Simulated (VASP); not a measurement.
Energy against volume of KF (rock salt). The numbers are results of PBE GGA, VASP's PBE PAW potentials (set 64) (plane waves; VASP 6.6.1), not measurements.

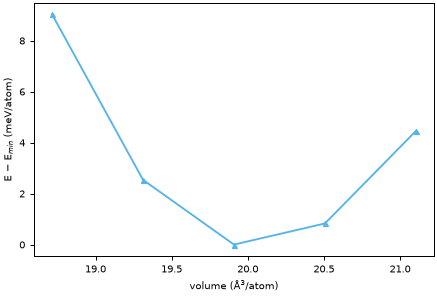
*Energy against volume*

Q: Estimate the equilibrium volume and the bulk modulus.

A: The minimum lies near 20.0 Å³/atom, and the curvature gives B0 of about 29 GPa.

The compound is KF in the rock salt structure. It was relaxed first.
